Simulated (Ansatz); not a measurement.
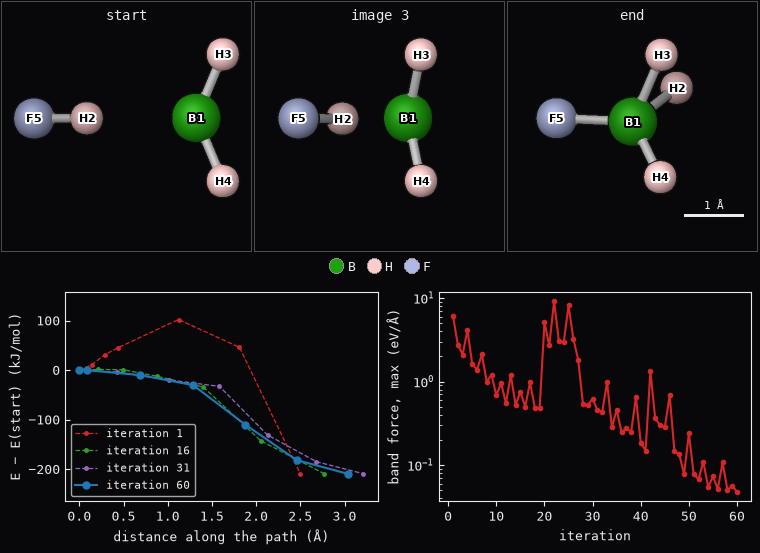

NEB run on BH3F (multiplicity 2). Images are numbered from 0 (start) to 6 (end). The plot follows the band through its iterations. Style: ball-and-stick. Shown at a tilt.

The calculation used Ansatz 0.2.0, UKS r2SCAN-D4/6-31G*. Set-up: 5 movable images; climbing image; force threshold 0.03 eV/Å; iteration limit 60; optimiser L-BFGS; largest step 0.5 Å; starting path through a guess of the saddle point.

**How did the profile develop, and is the result final?**

The result isn't final. The band hadn't converged when the run stopped after 60 iterations. The largest component of the band force went from 6.1 to 0.048 eV/Å. The step length is far from the usual. The first iteration put the highest image at 102.2 kJ/mol. No barrier shows: the energy is highest at the start, and the end lies 209.1 kJ/mol below the start.
